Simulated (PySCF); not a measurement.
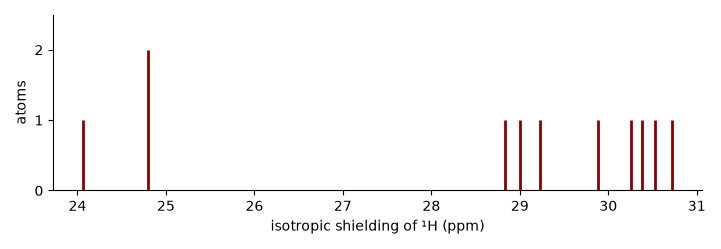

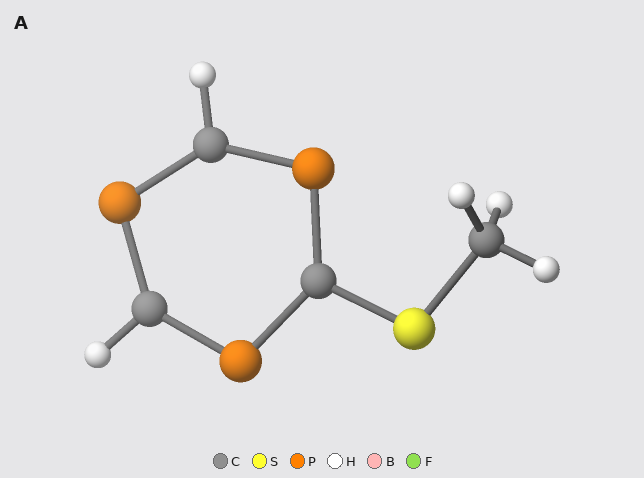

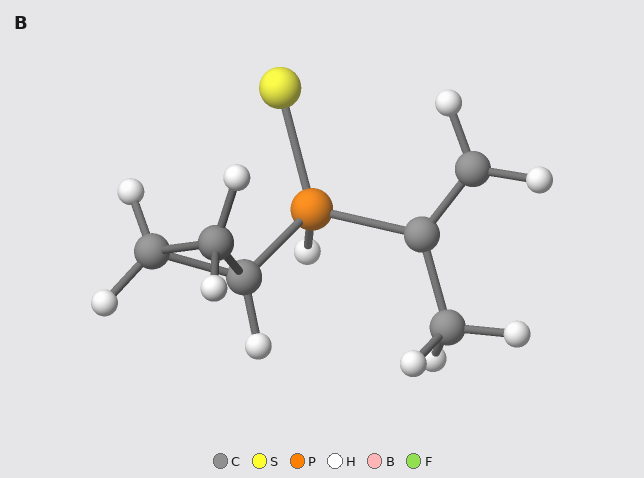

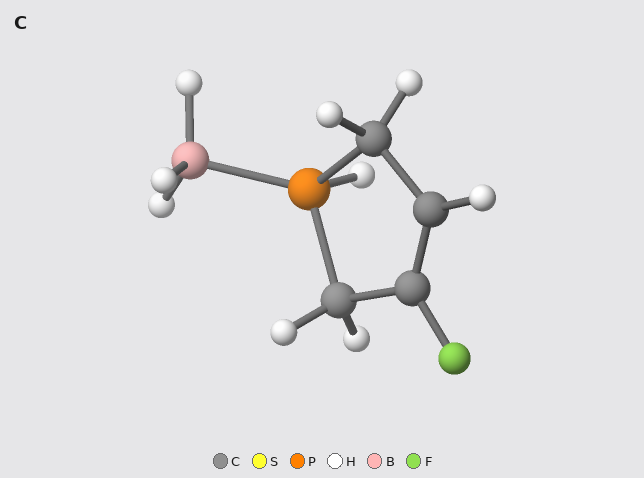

The sticks are computed shieldings of one of the molecules, for one fixed geometry (PBE0-D3(BJ)/def2-SVP) without averaging over rotations. Low shielding means a high chemical shift. Method: GIAO PBE0/pcSseg-1 NMR shielding, non-relativistic, IEF-PCM water (PySCF 2.14.0).

> Which molecule gives this pattern?

B, `C=C(C)[P@H](=S)C1CC1`. Its 11 H atoms give lines at 24.06, 24.80 (2 atoms), 28.83, 29.00, 29.23, 29.89, 30.25, 30.38, 30.53, 30.72 ppm.
